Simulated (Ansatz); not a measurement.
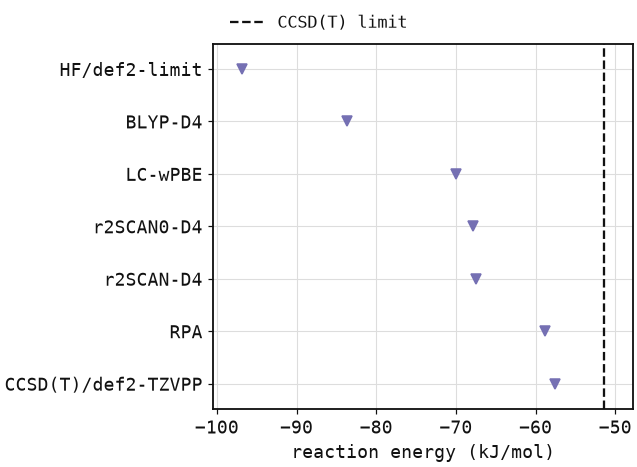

Electronic reaction energy of GaB₂SiH₅ ([GaH2][B]1B[SiH2]1) + NH₃ (N) → B₂SiNH₅ (NB1B[SiH2]1) + GaH₃ ([GaH3]) (SMILES in brackets) at several levels (functionals in def2-TZVPP unless a basis is named), isolated molecules at PBE0-D4 triple-zeta geometries, minima by their frequencies, no zero-point or thermal terms, the Ansatz code 0.2.0. The line is frozen-core CCSD(T) at the basis limit (MP2 extrapolated from triple and quadruple zeta, plus CCSD(T) less MP2 in a smaller set). RPA holds a correlation term that converges slowly with the basis, so part of the distance to the limit is basis error. No dispersion term is added to LC-wPBE. The distance of CCSD(T)/def2-TZVPP to the limit includes basis error. The limit lies 6.2 kJ/mol from CCSD(T)/def2-TZVPP, so the line itself is uncertain by a part of that.

Q: Which level comes closest to the line (CCSD(T) limit), and which misses most?

A: Closest CCSD(T)/def2-TZVPP (−57.5 kJ/mol), against −51.4 kJ/mol; farthest HF/def2-limit (−96.8 kJ/mol).

Q: What range do the values span, the line included?

A: From −96.8 kJ/mol (HF/def2-limit) to −51.4 kJ/mol (CCSD(T) limit).

Caveats: no scalar relativity up to krypton; outer-core shells are correlated without core-valence functions, which makes the correlated values less sure.
